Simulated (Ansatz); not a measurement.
Run report: CH10Si2, nudged elastic band (part 2 of 2)

Continued. System: CH10Si2. Method: RKS PBE/def2-SVP (Ansatz 0.2.0). One setting was made poor on purpose. It belongs to a series of runs on one base structure; here: band between the two ends.

Geometry of the input (Å):
```
Si -0.6815  0.5248  1.5038
C  0.3628  -1.0088  1.8750
H  -2.0368  0.1383  0.9718
H  -0.8835  1.3514  2.7475
H  -0.0071  1.3962  0.4749
H  0.4714  -0.8517  -1.7547
Si 0.3007  0.3199  -2.6839
H  0.5162  -1.6113  0.9563
H  1.3585  -0.7216  2.2688
H  -0.1344  -1.6509  2.6303
H  0.5245  -0.1387  -4.0993
H  1.3016  1.3863  -2.3392
H  -1.0925  0.8662  -2.5515
```

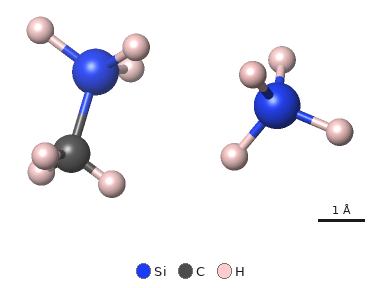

The input geometry (ball-and-stick view, seen at a tilt).

```
Total energy: -16935.14369464 eV, -622.3550517254 hartree
Atom 0 at    -0.647857     0.652878     0.772516 Å, force     0.004031    -0.015241    -0.165695 eV/Å
Atom 1 at     0.548394    -1.117201     1.109424 Å, force     0.072326     0.126387    -0.082192 eV/Å
Atom 2 at    -1.732506    -0.308549     0.297451 Å, force     0.040939    -0.017412     0.068325 eV/Å
Atom 3 at    -1.548641     1.577255     1.626203 Å, force     0.070321    -0.127640     0.041198 eV/Å
Atom 4 at     0.638216     1.460668     0.860149 Å, force    -0.027524    -0.007046     0.184343 eV/Å
Atom 5 at     0.403566    -0.423955    -0.154816 Å, force    -0.175522     0.086365    -0.046077 eV/Å
Atom 6 at     0.020986     0.551353    -1.701603 Å, force     0.044036    -0.107333    -0.009464 eV/Å
Atom 7 at     0.178845    -2.069187     0.672463 Å, force    -0.011838     0.070474     0.084565 eV/Å
Atom 8 at     1.651295    -1.030140     1.014398 Å, force    -0.026463    -0.043700     0.164895 eV/Å
Atom 9 at     0.309157    -1.138184     2.198481 Å, force     0.040336     0.004701    -0.074769 eV/Å
Atom 10 at     0.289950    -0.756180    -2.415311 Å, force    -0.067709     0.004074    -0.082383 eV/Å
Atom 11 at     1.146554     1.505781    -1.997254 Å, force     0.012781    -0.026422    -0.020189 eV/Å
Atom 12 at    -1.257959     1.095463    -2.282203 Å, force     0.024286     0.052792    -0.062557 eV/Å
Dipole moment:     0.188132    -0.288920     0.127805 e Å
this run last wrote the band of iteration 7 to [file]
```

## The last band as extended XYZ (Å, eV, eV/Å)
```
13
Properties=species:S:1:pos:R:3:forces:R:3 image=0 energy=-16938.42921
Si   -0.6815    0.5248    1.5038    0.0064  -0.0026   0.0124
C     0.3628   -1.0088    1.8750   -0.0191   0.0000  -0.0103
H    -2.0368    0.1383    0.9718    0.0074  -0.0024  -0.0005
H    -0.8835    1.3514    2.7475    0.0015  -0.0099  -0.0063
H    -0.0071    1.3962    0.4749    0.0000  -0.0064  -0.0008
H     0.4714   -0.8517   -1.7547   -0.0011   0.0205  -0.0103
Si    0.3007    0.3199   -2.6839    0.0012  -0.0164  -0.0125
H     0.5162   -1.6113    0.9563   -0.0028   0.0111   0.0173
H     1.3585   -0.7216    2.2688    0.0007   0.0000   0.0003
H    -0.1344   -1.6509    2.6303    0.0068   0.0092  -0.0119
H     0.5245   -0.1387   -4.0993   -0.0002   0.0046   0.0180
H     1.3016    1.3863   -2.3392   -0.0060  -0.0081   0.0004
H    -1.0925    0.8662   -2.5515    0.0052   0.0005   0.0043
13
Properties=species:S:1:pos:R:3:forces:R:3 image=1 energy=-16938.38146
Si   -0.6735    0.5295    1.3631   -0.0025   0.0062   0.0110
C     0.3775   -1.0149    1.6844    0.0132  -0.0216   0.0099
H    -1.9535    0.1739    0.6539   -0.0129  -0.0017   0.0268
H    -1.0290    1.2205    2.6525    0.0124   0.0050   0.0217
H     0.0662    1.5254    0.5065   -0.0102  -0.0066  -0.0018
H     0.4260   -0.6616   -1.2980    0.0055  -0.0118  -0.0366
Si    0.2821    0.3224   -2.4240    0.0057  -0.0138  -0.0111
H     0.2659   -1.7480    0.8610    0.0133   0.0154  -0.0050
H     1.4526   -0.7563    1.7619   -0.0043   0.0155   0.0397
H     0.0764   -1.5138    2.6266   -0.0273  -0.0036   0.0089
H     0.5395   -0.3937   -3.7192   -0.0004   0.0170  -0.0400
H     1.2798    1.4308   -2.2473    0.0071   0.0003  -0.0127
H    -1.1099    0.8858   -2.4216    0.0004  -0.0003  -0.0108
13
Properties=species:S:1:pos:R:3:forces:R:3 image=2 energy=-16938.22259
Si   -0.6533    0.5218    1.2290   -0.0161  -0.0171   0.0617
C     0.3939   -1.0386    1.5524    0.0174  -0.0246   0.0442
H    -1.7863    0.2047    0.2907   -0.0158   0.0659   0.0263
H    -1.2790    1.0967    2.4703    0.0488  -0.0744   0.1426
H     0.1999    1.6168    0.6387   -0.0840   0.0170  -0.0151
H     0.4442   -0.3944   -0.9301    0.0232  -0.0386  -0.1010
Si    0.2499    0.3531   -2.2121    0.0309  -0.0288  -0.0617
H     0.0582   -1.8786    0.9112   -0.0326   0.0303   0.0397
H     1.4619   -0.8576    1.3150   -0.0269   0.0335   0.0542
H     0.3317   -1.3739    2.6050   -0.0260   0.0167   0.0753
H     0.4734   -0.6369   -3.3149    0.0249   0.0480  -0.1761
H     1.2469    1.4736   -2.2666    0.0336  -0.0020  -0.0729
H    -1.1415    0.9131   -2.2888    0.0225  -0.0259  -0.0170
13
Properties=species:S:1:pos:R:3:forces:R:3 image=3 energy=-16937.23210
Si   -0.6156    0.5249    1.0146    0.0130  -0.3034   0.3899
C     0.4508   -1.0625    1.3559   -0.1447   0.1441   0.4424
H    -1.7356   -0.0256    0.1680    0.0104   0.4318  -0.2104
H    -1.4251    1.3127    2.0230    0.1778  -0.4197   0.6310
H     0.4120    1.5695    0.6493   -0.3557   0.1927  -0.3701
H     0.4057   -0.2798   -0.5817   -0.0014   0.2312  -0.7568
Si    0.1584    0.4122   -1.9054    0.2459  -0.2423  -0.2299
H     0.1024   -1.9392    0.7664   -0.1306   0.1999   0.1447
H     1.5271   -0.9212    1.1118   -0.1814   0.1477   0.1535
H     0.3731   -1.3181    2.4229    0.0878  -0.2332   0.3644
H     0.3594   -0.7708   -2.7877    0.0717  -0.0235  -0.6014
H     1.1873    1.4898   -2.0696    0.1084  -0.0370  -0.1235
H    -1.2000    1.0083   -2.1676    0.0989  -0.0883   0.1662
13
Properties=species:S:1:pos:R:3:forces:R:3 image=4 energy=-16935.14365
Si   -0.6479    0.6529    0.7725    0.0040  -0.0152  -0.1657
C     0.5484   -1.1172    1.1094    0.0723   0.1264  -0.0822
H    -1.7325   -0.3085    0.2975    0.0409  -0.0174   0.0683
H    -1.5486    1.5773    1.6262    0.0703  -0.1276   0.0412
H     0.6382    1.4607    0.8601   -0.0275  -0.0070   0.1843
H     0.4036   -0.4240   -0.1548   -0.1755   0.0864  -0.0461
Si    0.0210    0.5514   -1.7016    0.0440  -0.1073  -0.0095
H     0.1788   -2.0692    0.6725   -0.0118   0.0705   0.0846
H     1.6513   -1.0301    1.0144   -0.0265  -0.0437   0.1649
H     0.3092   -1.1382    2.1985    0.0403   0.0047  -0.0748
H     0.2899   -0.7562   -2.4153   -0.0677   0.0041  -0.0824
H     1.1466    1.5058   -1.9973    0.0128  -0.0264  -0.0202
H    -1.2580    1.0955   -2.2822    0.0243   0.0528  -0.0626
13
Properties=species:S:1:pos:R:3:forces:R:3 image=5 energy=-16937.17203
Si   -0.7721    0.9223    0.5545   -0.2212   0.4942  -0.2473
C     0.6931   -1.3103    1.0291    0.3300  -0.4749   0.0407
H    -1.6484   -0.3190    0.5479    0.2207   0.0546   0.4904
H    -1.6703    1.9019    1.2824   -0.1357   0.4064  -0.6121
H     0.5897    1.2994    1.1085   -0.2718  -0.3266   0.4331
H     0.4664   -0.6616    0.1490    0.0931  -0.2942   0.4812
Si   -0.0945    0.7337   -1.7392   -0.2539   0.2285  -0.1664
H     0.2824   -2.2878    0.7293    0.2900  -0.3809   0.0741
H     1.7902   -1.2621    1.1029    0.2713  -0.4307   0.0744
H     0.2672   -1.0458    2.0217    0.0025   0.1857  -0.4713
H     0.2394   -0.6836   -2.2161   -0.1709   0.2651   0.3726
H     1.1389    1.5457   -2.0392   -0.1024   0.1114  -0.0396
H    -1.2820    1.1670   -2.5309   -0.0517   0.1614  -0.4298
13
Properties=species:S:1:pos:R:3:forces:R:3 image=6 energy=-16938.35181
Si   -0.8571    1.1066    0.4596   -0.0412   0.0790   0.0274
C     0.8139   -1.5421    1.0759    0.0588  -0.1046   0.1107
H    -1.6474   -0.1339    0.7864    0.0000   0.1114   0.1236
H    -1.7412    2.2818    0.7786   -0.0094   0.1192  -0.2443
H     0.3831    1.2501    1.3057   -0.1679   0.0057   0.0466
H     0.5955   -0.8796    0.2224    0.0848  -0.0969  -0.0357
Si   -0.1641    0.8498   -1.7911   -0.0525   0.0629  -0.0315
H     0.4323   -2.5474    0.8271    0.0985  -0.1362   0.0551
H     1.9059   -1.5442    1.2357    0.0711  -0.1529   0.0383
H     0.3040   -1.1576    1.9788    0.0735  -0.0974  -0.0416
H     0.1869   -0.5924   -2.0795   -0.0614   0.0934   0.0653
H     1.0668    1.6679   -2.0809   -0.0528   0.0577  -0.0193
H    -1.2787    1.2409   -2.7189   -0.0015   0.0589  -0.0945
13
Properties=species:S:1:pos:R:3:forces:R:3 image=7 energy=-16938.59005
Si   -0.9275    1.2869    0.3737   -0.0089   0.0226   0.0092
C     0.9087   -1.8145    1.1877    0.0104  -0.0175   0.0002
H    -1.8166    0.1450    0.7889   -0.0091   0.0260   0.0036
H    -1.7052    2.5703    0.5028    0.0074   0.0055  -0.0259
H     0.2554    1.3512    1.3030   -0.0260   0.0141  -0.0088
H     0.7084   -1.2699    0.2461    0.0118  -0.0290   0.0118
Si   -0.2080    0.9810   -1.8512   -0.0053   0.0142  -0.0008
H     0.6058   -2.8706    1.0645    0.0181  -0.0226   0.0156
H     1.9889   -1.7566    1.4167    0.0077  -0.0235   0.0115
H     0.3307   -1.3561    2.0113    0.0089  -0.0175  -0.0036
H     0.2963   -0.4230   -2.0575    0.0003   0.0092  -0.0019
H     0.9086    1.9365   -2.1786   -0.0084   0.0139  -0.0050
H    -1.3455    1.2198   -2.8077   -0.0068   0.0044  -0.0059
13
Properties=species:S:1:pos:R:3:forces:R:3 image=8 energy=-16938.61688
Si   -1.0466    1.5080    0.2922   -0.0032  -0.0014   0.0129
C     1.0537   -2.0955    1.2849    0.0016  -0.0045  -0.0065
H    -2.0348    0.4469    0.7000    0.0076   0.0093  -0.0045
H    -1.7284    2.8500    0.3556    0.0059  -0.0098   0.0026
H     0.0989    1.5038    1.2698   -0.0073  -0.0007  -0.0083
H     0.9503   -1.6325    0.2850    0.0061  -0.0011   0.0120
Si   -0.2689    1.1081   -1.8940    0.0092   0.0009  -0.0264
H     0.7266   -3.1511    1.2355   -0.0032   0.0100   0.0064
H     2.1118   -2.0521    1.6045   -0.0046   0.0041  -0.0087
H     0.4270   -1.5468    2.0128   -0.0037  -0.0054  -0.0048
H     0.3357   -0.2685   -1.9990   -0.0069   0.0199   0.0035
H     0.7814    2.1220   -2.2697   -0.0207  -0.0165   0.0062
H    -1.4066    1.2078   -2.8778    0.0193  -0.0048   0.0157
```

## Results in brief

- outcome: converged
- barrier, forward: 3.286 eV
- barrier, backward: 3.473 eV
- wall time: 79 s (CPU time 2.6 min)
- peak memory: 0.13 GiB

## Remarks

A deliberately poor setting: loose force. The order of the saddle point was not checked.
